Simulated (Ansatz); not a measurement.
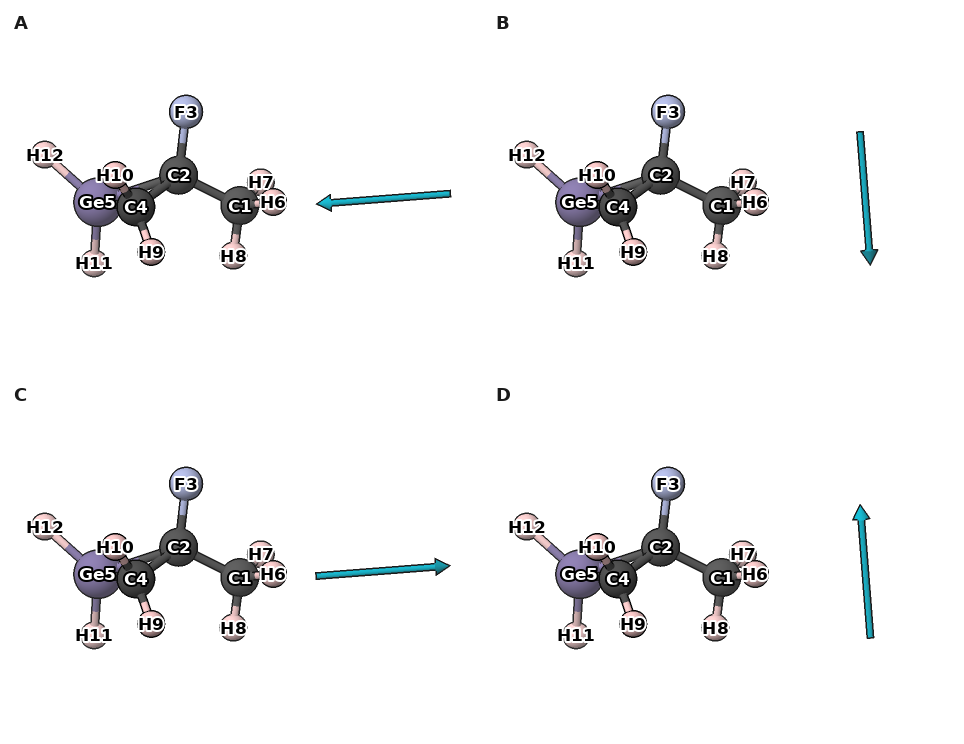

The same molecule four times, each with an arrow. The computed structure is the end point of a PBE-D4/def2-SVP optimisation. No frequency run is at hand to confirm it as a minimum. Level of theory: RKS PBE-D4/def2-SVP (Ansatz 0.2.0).

Question: Which arrow points along the dipole moment, from the negative to the positive end?

Answer: B. The dipole moment is 1.37 D; it points from the side of F3 to the side of H8, H11 (the outermost atoms at the two ends).
